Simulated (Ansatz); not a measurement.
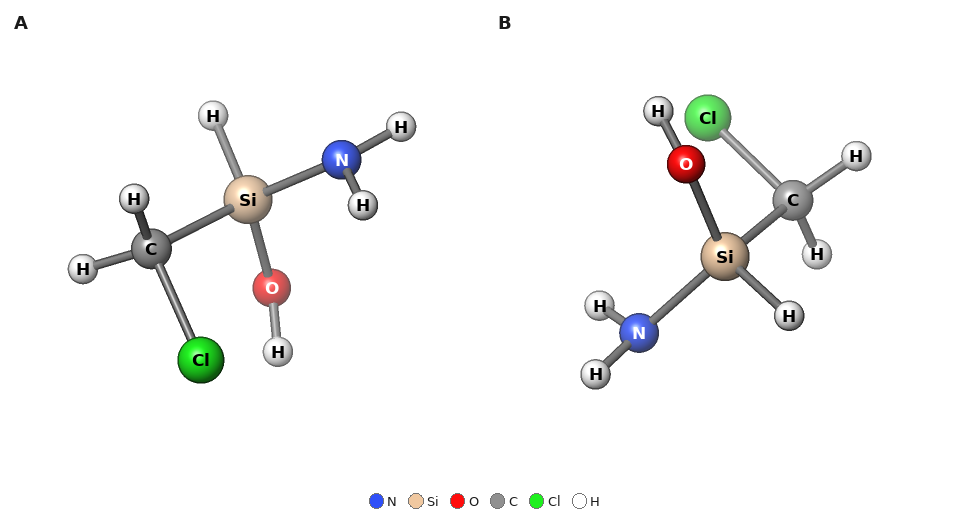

Atoms fade into the background with distance from the viewer. The computed structure is the end point of a PBE-D4/def2-SVP optimisation. No frequency run is at hand to confirm it as a minimum.

Question: Can A be turned into B by a rotation alone?

Answer: No. They are enantiomers, mirror images that no rotation superimposes: A is N[Si@@H](O)CCl (S), B is N[Si@H](O)CCl (R). Their energies are equal.
